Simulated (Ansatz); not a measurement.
# Calculations on GeH3SOF3

**1. Relaxation**

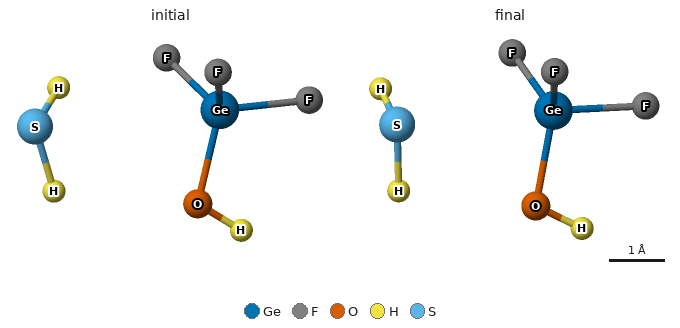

The structure of GeH3SOF3 before (left) and after (right) a relaxation, at one scale.

The picture is a ball-and-stick view, seen face on.

The run prepares an end point of a later path (reaction) calculation, from a guessed geometry.

The calculation used RKS PBE-D4/def2-SVP (Ansatz).

Input file:
```yaml
crystal:
  periodic: [false, false, false]
  atoms:
    - { symbol: Ge, position_ang: [-0.099173, 0.024699, 0.031879] }
    - { symbol: F, position_ang: [0.178975, 0.175074, 1.712236] }
    - { symbol: F, position_ang: [1.37166, 0.325669, -0.815605] }
    - { symbol: F, position_ang: [-1.178628, 1.317549, -0.392501] }
    - { symbol: O, position_ang: [-0.914529, -1.48607, -0.371959] }
    - { symbol: H, position_ang: [-1.771558, -1.268349, -0.792798] }
    - { symbol: S, position_ang: [1.803362, -2.545886, 1.317174] }
    - { symbol: H, position_ang: [0.587069, -3.106102, 1.067893] }
    - { symbol: H, position_ang: [1.228923, -1.615184, 2.165481] }
basis:
  gaussian: { orbitals: def2-SVP }
hamiltonian:
  xc: pbe
  dispersion: d4
relax:
  f_tol: 0.03
  max_steps: 50
```

Command:
```bash
ansatz run input.yaml --threads 4 --pin off --max-ram 5120MiB --backend cpu --events-out ev --progress --plain --runs-dir out
```

> What changed between the two?

After 8 accepted moves (9 points after the start) the energy has fallen by 0.095 eV. The largest force component goes from 0.85 to 0.025 eV/Å. The line search rejected the trial step at point 5 of the run. The largest move after the best rigid fit is that of S7, 0.41 Å. By element the largest moves are S 0.41 Å, H 0.33 Å, F 0.18 Å, Ge 0.12 Å, O 0.07 Å. Near-neighbour distances that change, for instance: Ge1–S7 3.447 → 2.938 Å, Ge1–F2 1.710 → 1.741 Å, S7–H9 1.384 → 1.362 Å, Ge1–O5 1.764 → 1.776 Å. Bond angles that change, for instance: F4–Ge1–O5 107.1° → 101.4°, F2–Ge1–O5 112.1° → 117.0°, F2–Ge1–F4 106.0° → 101.9°. The run took 13 s on 4 threads of AMD EPYC 7B13 (Zen 3), with other jobs on the host, peak memory 0.2 GiB.

**2. Relaxation**

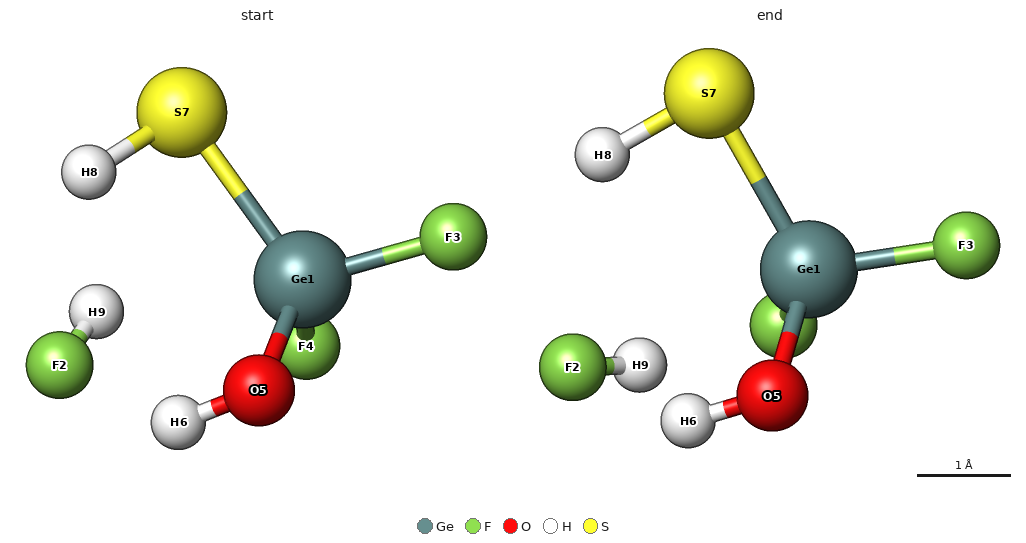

The structure of GeH₃SOF₃ before (left) and after (right) a relaxation, at one scale.

The picture is a ball-and-stick view, seen at a tilt.

The run prepares an end point of a later path (reaction) calculation, from a guessed geometry.

These are results of RKS PBE-D4/def2-SVP (Ansatz), not measurements. (no spin polarisation; force threshold 0.03 eV/Å; at most 50 steps)

Summarise the run.

Answer. The atom that moves furthest after the best rigid fit is H9 (0.67 Å). Largest moves by element: H 0.67 Å, S 0.56 Å, F 0.45 Å, Ge 0.16 Å, O 0.09 Å. Some distances before and after: Ge1–F4 1.755 → 1.798 Å, Ge1–S7 2.243 → 2.200 Å, F2–H9 0.936 → 0.962 Å. Among the angles between lasting bonds that change: F4–Ge1–O5 110.3° → 104.7°, O5–Ge1–S7 117.1° → 120.4°, F4–Ge1–S7 105.2° → 107.6°. Groups turn about Ge1–S7 by about 45°. Over 13 accepted moves (14 points after the start) the energy falls by 26.2 kJ/mol. Largest force component: 0.49 eV/Å at the start, 0.028 eV/Å at the end. The line search rejected the trial step at point 12 of the run.

**3. Path**

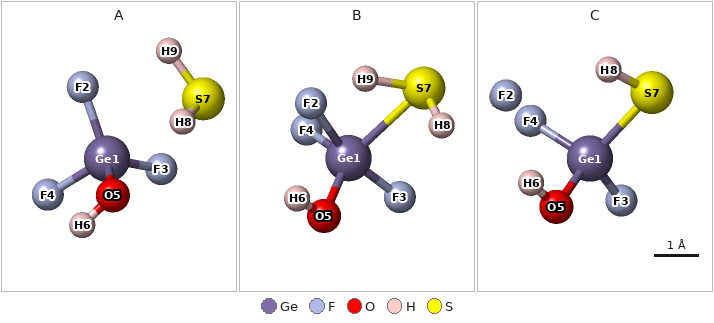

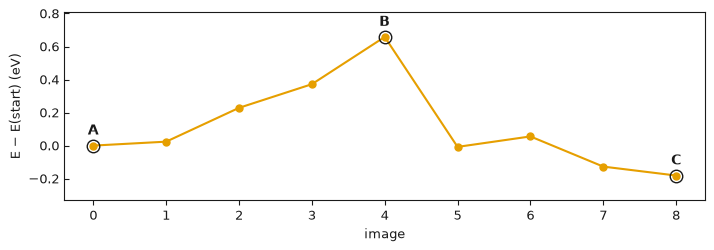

NEB run on GeH3SOF3, made up at the start of GeHOF3 and H2S. Images are numbered from 0 (start) to 8 (end). Frames A to C are images 0, 4, 8. The picture is a ball-and-stick view, seen from a free direction.

These are results of RKS PBE-D4/def2-SVP (Ansatz 0.2.0), not measurements. Run with 7 movable images; climbing image; force threshold 0.05 eV/Å; iteration limit 60; starting path through a guess of the saddle point.

**What happens along the path, and what is the barrier?**

The path has more than one stage, and so few images may leave a stage unresolved. Breaking: Ge1–F2 (1.74 → 1.98 at the top → 2.88 Å), S7–H9 (1.36 → 1.50 at the top → 3.44 Å). Forming: F2–H9 (2.58 → 1.37 at the top → 0.96 Å), Ge1–S7 (2.94 → 2.47 at the top → 2.20 Å). Forward barrier 0.66 eV, backward barrier 0.84 eV, with image 4 at the top; the reaction energy is −0.18 eV. The profile has 2 maxima (images 4, 6) with a dip at image 5 (−0.01 eV), so the process runs in steps. The band converged in 26 iterations. The largest component of the band force went from 110 to 0.046 eV/Å. The climbing image converged on the top of the path. Its vibrational analysis gives one imaginary mode (406i cm⁻¹), as a transition state must have.

Limits of the set-up: the start holds two separate molecules, 2.5 Å apart at their closest, whose relative position is a soft coordinate.

The run took 3.1 min on 4 threads of AMD EPYC 7B13 (Zen 3), on a shared host, peak memory 0.21 GiB.
